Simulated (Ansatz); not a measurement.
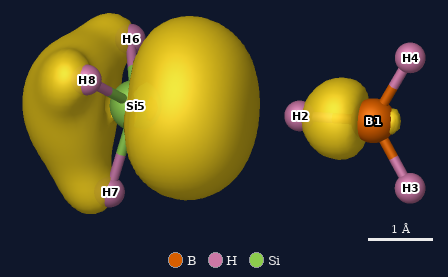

BH3···H3Si (doublet). Isosurface of the spin density (α minus β) at +0.015 e/Å³ (yellow), seen at a tilt.

Method: Ansatz, UKS B3LYP-D4/def2-SVP.

```xyz
8

B    -0.0009    0.0000   -0.2844
H    -0.0011    0.0005    0.9148
H     1.0441    0.0001   -0.8827
H    -1.0457    0.0001   -0.8832
Si    0.0024   -0.0004    3.5826
H    -0.7738   -1.2058    4.0195
H     1.4318   -0.0677    4.0275
H    -0.6568    1.2732    4.0182
```

Q: Describe the spin distribution.

A: The unpaired spin (1 electron) lies mostly on Si5 (about 0.8), in electrons by Hirshfeld's partition.
